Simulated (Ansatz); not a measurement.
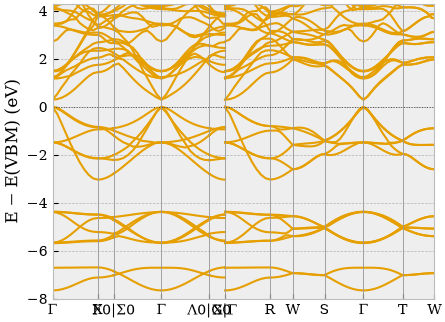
*Band structure from r²SCAN (plane waves, PAW; program Ansatz)*

Question: Read off the gap and where the band edges lie.

Answer: About 0.3 eV (0.29 eV by a search for the band edges); maximum at Γ, minimum at Γ.

The material is Ca3SiO in space group Imma (No. 74; Ca on 4e, Ca on 8g, Si on 4e, O on 4b).

The first step of the workflow began from a Materials Project structure, measured or hypothetical; the Crystallography Open Database copy checked does not list it. COD files the formula under space group No. 62. Its standing as an ambient phase is unchecked. The r²SCAN relaxation kept the symmetry of its start; its stability against distortions is not shown here.

Potentials: the later of the program's two PAW sets.
